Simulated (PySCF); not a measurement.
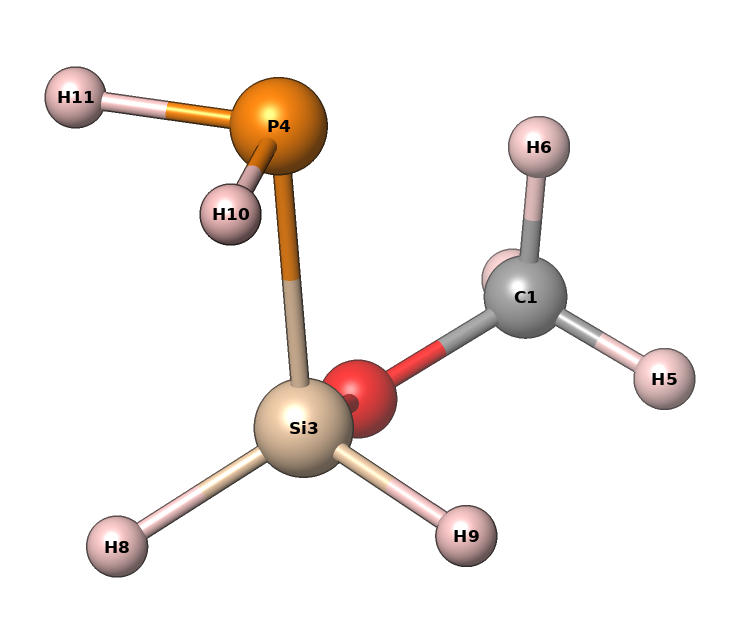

O2 lies behind Si3. The molecule seen a little off the Si3–O2 bond, Si3 in front. Atoms fade into the background with distance from the viewer. The computed structure is the end point of a PBE0-D3(BJ)/def2-SVP optimisation. No frequency run is at hand to confirm it as a minimum.

Question: What is the torsion angle P4–Si3–O2–C1? The sign is positive where the front bond must turn clockwise to cover the back bond.

Answer: 57°, synclinal (gauche).
